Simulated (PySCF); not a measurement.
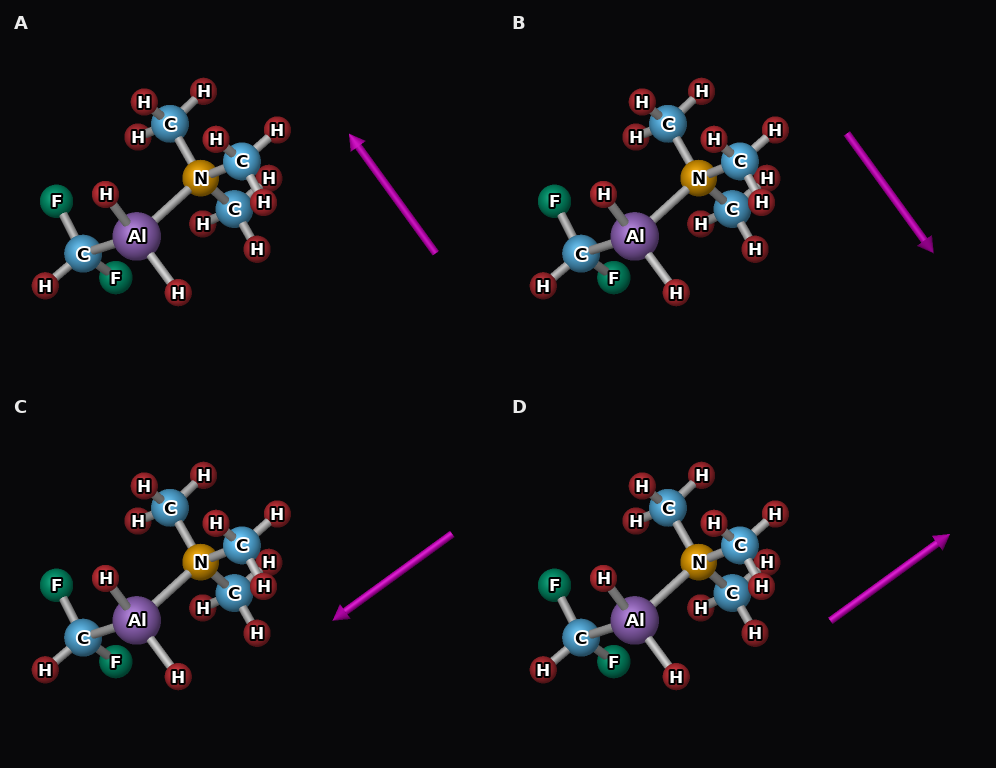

The same molecule four times, each with an arrow. Computed geometry: PBE0-D3(BJ)/def2-SVP optimisation. No frequency run is at hand to confirm it as a minimum. Properties computed with B3LYP/def2-SVPD, gas phase (PySCF 2.14.0).

### Which arrow points along the dipole moment, from the negative to the positive end?

D. The dipole moment is 4.55 D.
